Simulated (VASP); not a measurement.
# Sn: Sn into a neighbouring Sn vacancy, part 3 of 5

Wanted: the minimum-energy path in Sn for this move: Sn into a neighbouring Sn vacancy. The start is a computed cell from the Materials Project.

VASP 6.6.1; PBEsol; plane waves and PAW (Sn).

So far. Step 2 (Relax the host): The run ended after 3 ionic steps, 0.007 eV below its first step, once forces and stress met EDIFFG = -0.02. Step 3 (Relax the start): The run ended after 19 ionic steps, 0.346 eV below its first step, once the forces on the free atoms met EDIFFG = -0.05.

**4. Relax the end**

The end state is relaxed in the same way, so that both ends share their errors.

The input, INCAR:

```
SYSTEM = Sn
PREC = Normal
ENCUT = 280
EDIFF = 1E-05
NELM = 120
ISMEAR = 1
SIGMA = 0.15
LREAL = Auto
ALGO = Fast
GGA = PS
NBANDS = 69
LORBIT = 11
LWAVE = .FALSE.
LCHARG = .FALSE.
NCORE = 5
LASPH = .TRUE.
IBRION = 2
NSW = 60
ISIF = 2
EDIFFG = -0.05
POTIM = 0.4
MAXMIX = 40
ISYM = 0
```

The input, POSCAR:

```
Sn
1.0
   -5.8266201904      5.8266201904      3.1687159126
    8.7399302856     -8.7399302856      4.7530738689
    5.8266201904      5.8266201904     -3.1687159126
Sn
23
Direct
    0.0011628628     -0.0003349030      0.5025384100
    0.0020908864      0.3329388470     -0.0001005227
   -0.0052688801      0.3312407794      0.5009450888
    0.0016816502      0.6681720003     -0.0009539646
   -0.0065707210      0.6643737108      0.4975333618
    0.4991461405     -0.0003358007      0.0026834666
    0.5022429354      0.0009842767      0.5007629204
    0.5001409320      0.3341363972      0.0019440564
    0.4947085659      0.3283015901      0.5013676792
    0.4955584457      0.6635092269     -0.0001813319
    0.5016039805      0.6688619624      0.4994534269
    0.0049949321      0.0024206279      0.0009328927
    0.3687180679      0.0805854938      0.7491542411
    0.3726359842      0.4172241701      0.2528182580
    0.3773607235      0.4186245454      0.7499190710
    0.3727684897      0.7485354143      0.2500818275
    0.3753270639      0.7519382335      0.7490315164
    0.8646001854      0.0798882790      0.2499987153
    0.8762140860      0.0819333024      0.7554315821
    0.8733576310      0.4134668577      0.2488643042
    0.8760814597      0.4172069656      0.7485340679
    0.8749198065      0.7491648550      0.2497813149
    0.8714517736      0.7470340019      0.7480014188
```

The input, KPOINTS:

```
Automatic mesh
0
Gamma
3 2 2
0 0 0
```

PAW data sets: Sn (PBE family, release 64).

Run with:

```sh
> mpirun -np 5 vasp_std
```

What it wrote:

```text
[banner, memory and clock lines left out]
running    5 mpi-ranks, on    1 nodes
 distrk:  each k-point on    5 cores,    1 groups
 distr:  one band on    5 cores,    1 groups

 POSCAR found type information on POSCAR Sn
 POSCAR found :  1 types and      23 ions
 [... a notice as in an earlier step ...]

 [... a notice as in an earlier step ...]

 LDA part: xc-table for (Slater+PW92), standard interpolation
 [... a notice as in an earlier step ...]

 POSCAR, INCAR and KPOINTS ok, starting setup
 FFT: planning ... GRIDC
 FFT: planning ... GRID_SOFT
 FFT: planning ... GRID
 WAVECAR not read
 entering main loop
       N       E                     dE             d eps       ncg     rms          rms(c)
DAV:   1     0.216489348173E+03    0.21649E+03   -0.21407E+04  1104   0.633E+02
DAV:   2    -0.746884263619E+02   -0.29118E+03   -0.27397E+03  1313   0.119E+02
DAV:   3    -0.969810192140E+02   -0.22293E+02   -0.21375E+02  1432   0.333E+01
DAV:   4    -0.975683628067E+02   -0.58734E+00   -0.58035E+00  1368   0.529E+00
DAV:   5    -0.975841899397E+02   -0.15827E-01   -0.15796E-01  1400   0.745E-01    0.862E+00
RMM:   6    -0.971324866476E+02    0.45170E+00   -0.12007E-01  1104   0.871E-01    0.511E+00
RMM:   7    -0.968746048991E+02    0.25788E+00   -0.21795E-01  1104   0.134E+00    0.243E-01
RMM:   8    -0.968745305237E+02    0.74375E-04   -0.24982E-02  1113   0.528E-01    0.137E-01
RMM:   9    -0.968749305197E+02   -0.40000E-03   -0.35462E-03  1149   0.181E-01    0.460E-02
RMM:  10    -0.968750213458E+02   -0.90826E-04   -0.81378E-04  1179   0.808E-02    0.180E-02
RMM:  11    -0.968750300053E+02   -0.86595E-05   -0.96781E-05  1069   0.278E-02
   1 F= -.96875030E+02 E0= -.96878984E+02  d E =-.968750E+02
 curvature:   0.00 expect dE= 0.000E+00 dE for cont linesearch  0.000E+00
 trial: gam= 0.00000 g(F)=  0.367E-01 g(S)=  0.000E+00 ort = 0.000E+00 (trialstep = 0.100E+01)
 search vector abs. value=  0.367E-01
 bond charge predicted
       N       E                     dE             d eps       ncg     rms          rms(c)
DAV:   1    -0.969063250027E+02   -0.31304E-01   -0.22307E-01  1312   0.117E+00    0.142E-01
RMM:   2    -0.969079012232E+02   -0.15762E-02   -0.19284E-02  1104   0.314E-01    0.470E-02
RMM:   3    -0.969081927688E+02   -0.29155E-03   -0.26086E-03  1166   0.120E-01    0.215E-02
RMM:   4    -0.969082226860E+02   -0.29917E-04   -0.36386E-04  1141   0.463E-02    0.142E-02
RMM:   5    -0.969082255298E+02   -0.28438E-05   -0.70428E-05  1024   0.216E-02
   2 F= -.96908226E+02 E0= -.96912324E+02  d E =-.331955E-01
[... from here on, the cycles between the ionic steps are left out ...]
   3 F= -.96966002E+02 E0= -.96970167E+02  d E =-.909715E-01
   4 F= -.96971564E+02 E0= -.96975616E+02  d E =-.965342E-01
   5 F= -.96991877E+02 E0= -.96995752E+02  d E =-.203124E-01
   6 F= -.97027060E+02 E0= -.97030467E+02  d E =-.554957E-01
   7 F= -.97030946E+02 E0= -.97034204E+02  d E =-.593817E-01
   8 F= -.97052314E+02 E0= -.97055496E+02  d E =-.213682E-01
   9 F= -.97088877E+02 E0= -.97091779E+02  d E =-.579307E-01
  10 F= -.97092161E+02 E0= -.97094925E+02  d E =-.612155E-01
  11 F= -.97119544E+02 E0= -.97121820E+02  d E =-.273827E-01
  12 F= -.97127807E+02 E0= -.97129673E+02  d E =-.356455E-01
  13 F= -.97147745E+02 E0= -.97149299E+02  d E =-.199380E-01
  14 F= -.97149396E+02 E0= -.97150776E+02  d E =-.215894E-01
  15 F= -.97160992E+02 E0= -.97162066E+02  d E =-.115957E-01
  16 F= -.97162477E+02 E0= -.97163459E+02  d E =-.130805E-01
  17 F= -.97170972E+02 E0= -.97171875E+02  d E =-.849562E-02
  18 F= -.97172752E+02 E0= -.97173577E+02  d E =-.102757E-01
  19 F= -.97177930E+02 E0= -.97178583E+02  d E =-.517751E-02
  20 F= -.97178884E+02 E0= -.97179437E+02  d E =-.613186E-02
 curvature: -11.43 expect dE=-0.122E-01 dE for cont linesearch -0.304E-04
 trial: gam= 0.18425 g(F)=  0.106E-02 g(S)=  0.000E+00 ort = 0.125E-03 (trialstep = 0.465E+01)
 search vector abs. value=  0.131E-02
 bond charge predicted
       N       E                     dE             d eps       ncg     rms          rms(c)
DAV:   1    -0.971812207758E+02   -0.23381E-02   -0.14967E-01  1174   0.965E-01    0.105E-01
RMM:   2    -0.971820911711E+02   -0.87040E-03   -0.10821E-02  1104   0.243E-01    0.337E-02
RMM:   3    -0.971822803277E+02   -0.18916E-03   -0.14592E-03  1140   0.933E-02    0.298E-02
RMM:   4    -0.971822776733E+02    0.26544E-05   -0.22376E-04  1133   0.365E-02    0.147E-02
RMM:   5    -0.971822758632E+02    0.18101E-05   -0.48229E-05  1004   0.170E-02
  21 F= -.97182276E+02 E0= -.97182630E+02  d E =-.339161E-02
 trial-energy change:   -0.003392  1 .order   -0.003367   -0.005053   -0.001680
 step:   6.9674(harm=  6.9674)  dis= 0.01433  next Energy=   -97.182669 (dE=-0.378E-02)
 reached required accuracy - stopping structural energy minimisation
```

Run time: 2.4 min. Hardware: 5 MPI ranks of Intel Xeon 6975P-C (Granite Rapids), shared host; peak memory 0.74 GiB.

Parts of OUTCAR (step 4):

```text
 Found      8 irreducible k-points:

   NELECT =      92.0000    total number of electrons

 E-fermi :   4.7328

 k-point     1 :       0.0000    0.0000    0.0000
  band No.  band energies     occupation
    ...
     42       3.9469      2.00000
     43       4.0699      2.00000
     44       4.2648      2.00009
     45       4.3894      2.00563
     46       4.5870      2.04398
     47       5.2645     -0.00001
     48       5.3661     -0.00000
     49       5.4284     -0.00000
     50       5.5172     -0.00000
     51       5.5872     -0.00000
    ...

 k-point     2 :       0.3333   -0.0000    0.0000
  band No.  band energies     occupation
    ...
     42       3.9570      2.00000
     43       4.1995      2.00001
     44       4.2946      2.00029
     45       4.5217      2.06301
     46       4.7277      1.05833
     47       5.0301     -0.01695
     48       5.1162     -0.00180
     49       5.2597     -0.00001
     50       5.3862     -0.00000
     51       5.4530     -0.00000
    ...

  Total       -5.0487074     -5.6577484    -11.5281898      0.6640972      1.6214163      0.7364428
  in kB      -12.5320699    -14.0438519    -28.6156573      1.6484442      4.0247335      1.8280228
  external PRESSURE =     -18.3971930 kB  Pullay stress =       0.0000000 kB

 POSITION                                       TOTAL-FORCE (eV/Angst)
 -----------------------------------------------------------------------------------
      2.95626      2.92868     -1.57571        -0.009788      0.001531      0.002739
     -2.85087      2.95552      4.69826        -0.013465      0.006111     -0.003643
      5.71689      0.02377     -0.00081         0.001455      0.010633      0.011981
      5.78264      5.81193      3.10525        -0.005268      0.015605      0.003125
      8.70323     -2.87089      1.64692         0.001290     -0.000828      0.014376
     -2.29264      2.95593      1.40577         0.021257     -0.005456     -0.011650
     -0.12726      5.56867      0.08949         0.014371     -0.007212      0.011300
      5.79365      5.77519     -0.05457         0.006814      0.015278     -0.004639
      2.67107      2.88707      1.54953        -0.004161      0.001131      0.028301
      8.64457      2.92301      1.55475        -0.000051     -0.003478     -0.010181
      6.00157      0.02913      3.11657         0.002353     -0.012182     -0.010480
     -0.05083      0.16550      0.07541        -0.011958     -0.002522     -0.007751
      2.80673      5.90868     -0.75818         0.017264      0.005932     -0.008513
      2.98048      0.02513      2.58202         0.004210     -0.003583      0.014037
      5.68247      2.90555      0.83249        -0.006379     -0.004985     -0.024898
      5.73332     -2.88347      3.76275         0.011244      0.000002      0.008946
      9.05338      0.03819      2.42135        -0.004701     -0.006546      0.008129
     -3.01637      5.78276      2.34411        -0.001443     -0.001478      0.002308
      0.05609      8.71415      0.72016        -0.013169     -0.007039      0.004598
      0.04827      2.88284      3.66113         0.001449     -0.004135     -0.005069
      2.81284      5.80272      2.38912        -0.016795      0.005387      0.001939
      2.92588     -0.01788      5.80868        -0.007661     -0.012097      0.010500
      5.79291      2.88868      3.99316         0.013132      0.009929     -0.035456
 -----------------------------------------------------------------------------------
    total drift:                                0.019748     -0.017186     -0.010930

  FREE ENERGIE OF THE ION-ELECTRON SYSTEM (eV)
  ---------------------------------------------------
  free  energy   TOTEN  =       -97.1822758632 eV

  energy  without entropy=      -97.1833380778  energy(sigma->0) =      -97.18262993

 total charge
# of ion       s       p       d       tot
------------------------------------------
    1        1.467   1.442   0.104   3.013
    2        1.482   1.405   0.100   2.987
    3        1.465   1.490   0.114   3.068
    4        1.472   1.464   0.110   3.046
    5        1.483   1.417   0.103   3.003
    6        1.514   1.289   0.093   2.896
    7        1.502   1.337   0.091   2.930
    8        1.463   1.485   0.111   3.058
    9        1.494   1.364   0.089   2.947
   10        1.477   1.427   0.101   3.006
   11        1.473   1.442   0.105   3.020
   12        1.491   1.378   0.092   2.961
   13        1.480   1.405   0.104   2.989
   14        1.479   1.399   0.096   2.975
   15        1.469   1.447   0.106   3.023
   16        1.481   1.414   0.102   2.997
   17        1.479   1.405   0.100   2.984
   18        1.482   1.404   0.100   2.987
   19        1.467   1.428   0.093   2.988
   20        1.479   1.435   0.104   3.019
   21        1.475   1.428   0.105   3.009
   22        1.485   1.393   0.094   2.972
   23        1.472   1.452   0.114   3.038
--------------------------------------------------
tot         34.031  32.551   2.331  68.913

[... 6 parts as in an earlier step ...]

[... 6 further parts left out ...]
```

CONTCAR:

```
Sn
   1.00000000000000
    -5.8266201903999999    5.8266201903999999    3.1687159126000002
     8.7399302855999998   -8.7399302855999998    4.7530738688999996
     5.8266201903999999    5.8266201903999999   -3.1687159126000002
  Sn
    23
Direct
     0.0026834038190800    0.0033667809389548    0.5050048298938750
     0.9949733888994121    0.3311397160244195    0.0089799038268059
     0.0019121576066311    0.3269711301770438    0.4926233860224863
     0.9887250887888955    0.6574739784214667    0.9949651278136942
     0.0135114228836073    0.6711478327226431    0.5004903214928725
     0.4754783121211925    0.0167214267706039    0.0569192456577202
     0.4919854845249516    0.0021333354551722    0.4669442153321947
     0.4869756172105903    0.3257064381666529    0.9927577677995699
     0.4922530780690715    0.3158117064375125    0.4769613312972734
     0.4961605209558922    0.6580963341124570    0.9926490993659823
     0.4942712063537201    0.6711898401818740    0.5175129939006347
     0.0261008839948844    0.0050244369574996    0.0098398806213425
     0.3874064814162904    0.0808121695835174    0.7478955189762917
     0.4095798361648927    0.4421250127146796    0.2579200545896206
     0.3806946880916918    0.4126605413489591    0.7369636608543837
     0.3462952781072783    0.7238185918083033    0.2445545178476855
     0.3853479726337293    0.7726460167128612    0.7801747498262072
     0.8661189008472991    0.0740258829314198    0.2373920365052903
     0.8614241911202182    0.0789666116246197    0.7526008763744249
     0.8250852790119185    0.3878947351021771    0.2515272307102279
     0.8749339308540638    0.4122418986180203    0.7393271504940906
     0.9150322385015908    0.7784305170877971    0.2495440076967462
     0.8779776398230934    0.7514658998013378    0.7449938939005762
```

Step by step:

```csv
step,energy less that of the first step (eV),largest force (eV/Å)
1,0.0000,0.3549
2,-0.0332,0.2754
3,-0.0910,0.2059
4,-0.0965,0.2042
5,-0.1168,0.1734
6,-0.1520,0.1663
7,-0.1559,0.2390
8,-0.1773,0.1857
9,-0.2138,0.1430
10,-0.2171,0.1873
11,-0.2445,0.1253
12,-0.2528,0.1822
13,-0.2727,0.0969
14,-0.2744,0.1373
15,-0.2860,0.0800
16,-0.2874,0.0985
17,-0.2959,0.0558
18,-0.2977,0.0882
19,-0.3029,0.0633
20,-0.3039,0.0711
21,-0.3072,0.0391
```

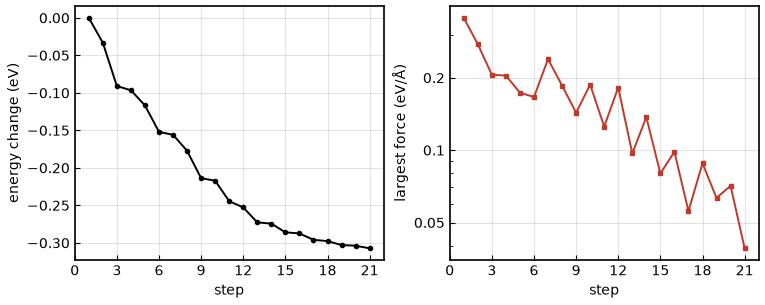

Energy and largest force along the relaxation.

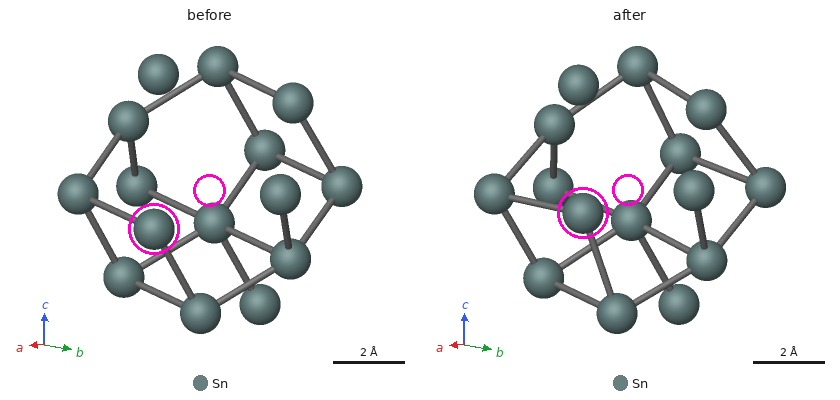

Before and after: the atoms that start within 5 Å of the centre. Sn6, which moves most, is ringed if it is among them. A ring with no atom in it marks the empty centre. Bonds to atoms that aren't drawn are left out.

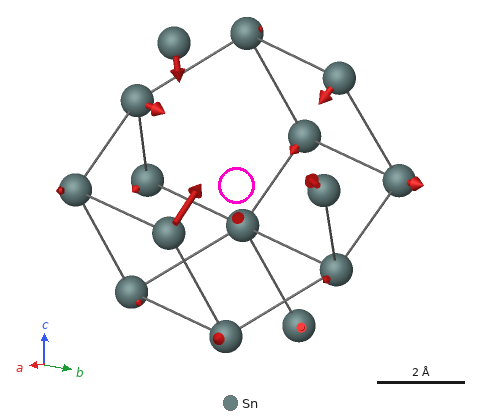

Displacements in the relaxation near the centre, exaggerated; the longest in the cell stands for 0.63 Å. A ring marks the centre wherever it is empty. Bonds to atoms that aren't drawn are left out.

The atoms that moved most (Å):

```
atom      dx      dy      dz  length
 Sn6   0.603   0.029  -0.166   0.626
Sn17   0.304   0.059   0.031   0.311
 Sn7  -0.127  -0.267   0.080   0.306
Sn20   0.073  -0.042  -0.283   0.295
Sn22   0.021  -0.023   0.267   0.269
 Sn9  -0.237  -0.047   0.010   0.242
Sn14   0.032   0.027   0.219   0.223
Sn16  -0.094   0.030  -0.184   0.209
```

The relaxed structure:

```cif
data_structure
_symmetry_space_group_name_H-M 'P 1'
_symmetry_Int_Tables_number 1
_cell_length_a 8.8284
_cell_length_b 13.2425
_cell_length_c 8.8284
_cell_angle_alpha 97.402
_cell_angle_beta 97.402
_cell_angle_gamma 137.932
_cell_volume 645.46
loop_
_atom_site_label
_atom_site_type_symbol
_atom_site_fract_x
_atom_site_fract_y
_atom_site_fract_z
_atom_site_occupancy
Sn1 Sn 0.00268 0.00337 0.50500 1
Sn2 Sn 0.99497 0.33114 0.00898 1
Sn3 Sn 0.00191 0.32697 0.49262 1
Sn4 Sn 0.98873 0.65747 0.99497 1
Sn5 Sn 0.01351 0.67115 0.50049 1
Sn6 Sn 0.47548 0.01672 0.05692 1
Sn7 Sn 0.49199 0.00213 0.46694 1
Sn8 Sn 0.48698 0.32571 0.99276 1
Sn9 Sn 0.49225 0.31581 0.47696 1
Sn10 Sn 0.49616 0.65810 0.99265 1
Sn11 Sn 0.49427 0.67119 0.51751 1
Sn12 Sn 0.02610 0.00502 0.00984 1
Sn13 Sn 0.38741 0.08081 0.74790 1
Sn14 Sn 0.40958 0.44213 0.25792 1
Sn15 Sn 0.38069 0.41266 0.73696 1
Sn16 Sn 0.34630 0.72382 0.24455 1
Sn17 Sn 0.38535 0.77265 0.78017 1
Sn18 Sn 0.86612 0.07403 0.23739 1
Sn19 Sn 0.86142 0.07897 0.75260 1
Sn20 Sn 0.82509 0.38789 0.25153 1
Sn21 Sn 0.87493 0.41224 0.73933 1
Sn22 Sn 0.91503 0.77843 0.24954 1
Sn23 Sn 0.87798 0.75147 0.74499 1
```

This step gave:

| Item | Value |
| --- | --- |
| electronic cycles | 133 |
| free energy (TOTEN) | -97.1823 eV |
| energy at zero smearing | -97.1826 eV |
| Fermi energy | 4.733 eV |

The run ended after 21 ionic steps, 0.307 eV below its first step, once the forces on the free atoms met EDIFFG = -0.05.

[end of part 3 of 5]

[Lines on the potential files, build, host, timing and source positions are cut from VASP's logs without a mark.]

[Logs are printed without paths, hosts, clocks, repeated set-up lines and the standing remarks that a program may print on its own settings, such as how far it seeks lower states.]

[Hosts, paths, dates, database ids (printed as entryN), source tags and the programs' standing remarks are cut or masked in the printed files.]

[Runs that stopped without an error message from VASP are left out.]
